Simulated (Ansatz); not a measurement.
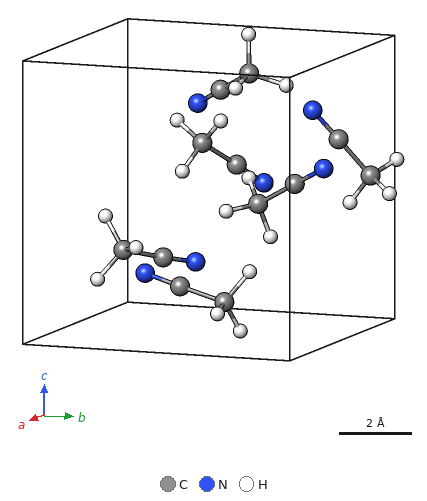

Starting frame of a dynamics run of a periodic cell with 6 CH3CN at 0.784 g/cm³. Style: ball-and-stick. Shown: the simulation cell, slightly off an axis.

Computed with DFT PBE-D3(BJ), scalar-relativistic, plane waves, PAW in Ansatz 0.2.0.

Input file:
```yaml
accuracy: low
crystal:
  lattice:
    - [8.051748, 0.0, 0.0]
    - [0.0, 8.051748, 0.0]
    - [0.0, 0.0, 8.051748]
  atoms:
    - { symbol: C, position: [0.80100816, 0.29638465, 0.3176647] }
    - { symbol: C, position: [0.65206608, 0.38713462, 0.27461984] }
    - { symbol: "N", position: [0.53168365, 0.46130513, 0.24503966] }
    - { symbol: H, position: [0.77875108, 0.22067793, 0.42929697] }
    - { symbol: H, position: [0.83948883, 0.21500072, 0.2152714] }
    - { symbol: H, position: [0.90233079, 0.38354437, 0.3460014] }
    - { symbol: C, position: [0.34682621, 0.41374215, 0.63479475] }
    - { symbol: C, position: [0.21143826, 0.48926392, 0.54210055] }
    - { symbol: "N", position: [0.10412159, 0.54897271, 0.46571572] }
    - { symbol: H, position: [0.30401294, 0.30265113, 0.70207394] }
    - { symbol: H, position: [0.44565787, 0.37751523, 0.5473014] }
    - { symbol: H, position: [0.39779529, 0.50272458, 0.7250159] }
    - { symbol: C, position: [0.90822228, 0.80979384, 0.98646407] }
    - { symbol: C, position: [0.82483315, 0.67002233, 0.90842545] }
    - { symbol: "N", position: [0.75865452, 0.55849363, 0.8447492] }
    - { symbol: H, position: [1.04101217, 0.81089249, 0.95433613] }
    - { symbol: H, position: [0.85285159, 0.92658908, 0.94300475] }
    - { symbol: H, position: [0.89690547, 0.80311557, 1.12226427] }
    - { symbol: C, position: [0.67993107, 0.75361104, 0.48918799] }
    - { symbol: C, position: [0.72053628, 0.90661294, 0.57427603] }
    - { symbol: "N", position: [0.75706756, 1.02935445, 0.6410243] }
    - { symbol: H, position: [0.58996367, 0.68353777, 0.56330127] }
    - { symbol: H, position: [0.62629851, 0.77884491, 0.3664324] }
    - { symbol: H, position: [0.79283711, 0.6783259, 0.47528084] }
    - { symbol: C, position: [0.18253097, 0.97901945, 0.52821231] }
    - { symbol: C, position: [0.26349961, 0.89134027, 0.66308306] }
    - { symbol: "N", position: [0.32768986, 0.81939366, 0.77072734] }
    - { symbol: H, position: [0.15922071, 0.89301915, 0.42478448] }
    - { symbol: H, position: [0.0628303, 1.03041613, 0.57040472] }
    - { symbol: H, position: [0.26121869, 1.08061584, 0.48184254] }
    - { symbol: C, position: [0.18330789, 0.4315836, 0.04961407] }
    - { symbol: C, position: [0.16202594, 0.2576889, 0.09188618] }
    - { symbol: "N", position: [0.14176441, 0.11907527, 0.12741139] }
    - { symbol: H, position: [0.108827, 0.46233869, -0.06185846] }
    - { symbol: H, position: [0.14110367, 0.50988589, 0.15523852] }
    - { symbol: H, position: [0.31647873, 0.45842404, 0.02960995] }
basis:
  ecutwfc: 420.0
kpoints:
  mp_grid: { grid: [1, 1, 1] }
hamiltonian:
  xc: pbe
  dispersion: d3bj
scf:
  occupations: { method: fermi_dirac, width: 0.05 }
  lower_state_search: "off"
md:
  timestep: 0.75
  n_steps: 300
  ensemble: nvt_langevin
  temperature: 500.0
  initial_velocities: maxwell_boltzmann
  seed: 797098
  friction: 0.02
  masses: [{ species: H, mass: 2.014 }]
```

Command:
```bash
ansatz run input.yaml --threads 1 --pin off --max-ram 3072MiB --backend cpu --events-out ev --progress --plain --runs-dir out
```

> What does the trajectory do?

The mean temperature in the second half is 537 K (standard deviation 60 K). The potential energy in the second half lies on average 61.9 meV per atom above the first frame. Root-mean-square distances from the starting positions over the second half, with the common drift of all atoms taken out: H 0.82 Å, N 0.64 Å, C 0.56 Å. The heavy atoms stay within a fraction of a molecule's size of their starting places; so short a run doesn't tell a liquid from a solid.

Along the run (each row but the first and the last is the mean over the interval that it begins):

```json
{"time (fs)": "0.0", "potential energy (meV/atom)": "0.0", "T (K)": "486"}
{"time (fs)": "27.8", "potential energy (meV/atom)": "45.7", "T (K)": "436"}
{"time (fs)": "55.5", "potential energy (meV/atom)": "49.1", "T (K)": "473"}
{"time (fs)": "83.2", "potential energy (meV/atom)": "57.9", "T (K)": "544"}
{"time (fs)": "111.0", "potential energy (meV/atom)": "60.6", "T (K)": "540"}
{"time (fs)": "138.8", "potential energy (meV/atom)": "60.8", "T (K)": "574"}
{"time (fs)": "166.5", "potential energy (meV/atom)": "65.0", "T (K)": "557"}
{"time (fs)": "194.2", "potential energy (meV/atom)": "61.3", "T (K)": "495"}
{"time (fs)": "222.0", "potential energy (meV/atom)": "60.4", "T (K)": "460"}
```

The paths of the atoms:

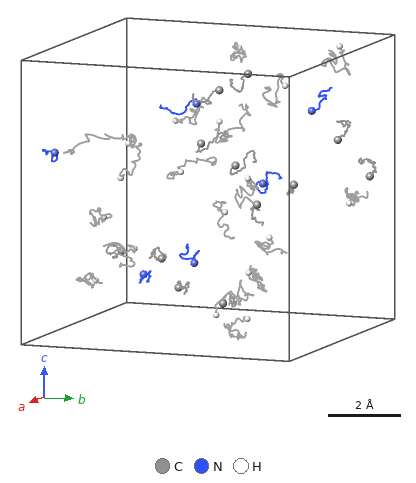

Limits of the set-up: the program's low-accuracy preset was used; masses were changed (H 2.014 u), which shifts the vibrations; the periodic images lie only 8.1 Å apart, so the values are limited by the cell's size.

The run took 15 min on 1 thread of Arm Neoverse V1, with other jobs on the host, peak memory 0.47 GiB.
